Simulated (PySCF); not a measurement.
System: C$_{4}$H$_{9}$ClGeO (SMILES [CH3][GeH2][O]C/C=C\Cl).

The calculation's input:

```
{"job": {"kind": "uv", "xc": "B3LYP", "basis": "def2-SVPD", "nstates": 8, "ntriplets": 3}, "charge": 0, "multiplicity": 1}
C      1.606045     1.203415     0.589927
Ge     1.576991    -0.630571    -0.149708
O      0.161905    -1.546599     0.379537
C     -1.180300    -1.428263    -0.027876
C     -1.743605    -0.072475     0.285780
C     -1.603419     0.969684    -0.514116
Cl    -0.816700     0.864070    -2.037287
H      2.622857     1.585592     0.605583
H      1.236622     1.188263     1.613743
H      0.993309     1.889518     0.012629
H      2.596145    -1.511056     0.503609
H      1.723371    -0.704883    -1.648527
H     -1.270564    -1.620394    -1.103705
H     -1.736051    -2.202944     0.511217
H     -2.211853     0.065337     1.250560
H     -1.962352     1.960249    -0.282777
```

Command:

```sh
OMP_NUM_THREADS=1 python probes_run.py task.json out
```

Geometry: GFN2-xTB.

All numbers below come from B3LYP/def2-SVPD, SCF density, gas phase in PySCF.

Question: Predict the electron density and electron localisation function between the atoms.

Answer: C–C (1.32 Å): ρ is about 2.4 e/Å³ halfway; the ELF peaks at about 0.95 between the atoms (a multiple bond).
C–Cl (1.72 Å): ρ at the midpoint is about 1.5 e/Å³; the ELF peaks at about 0.90 between the atoms: a shared electron pair.
C–H (1.08 Å): ρ at the midpoint is about 2.1 e/Å³; the ELF climbs to about 1 towards the hydrogen, as it does in any bond to H; a covalent bond by its length.

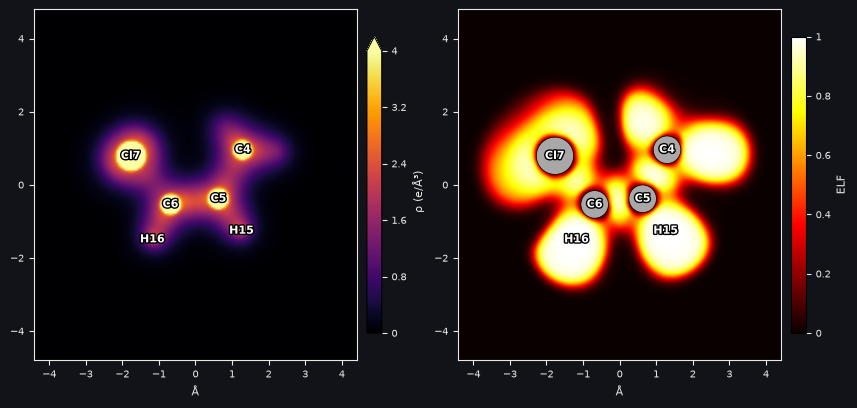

Computed electron density and electron localisation function on the plane of atoms C6, C5 and H15, in this order. Grey discs cover the atomic cores in the ELF map. 
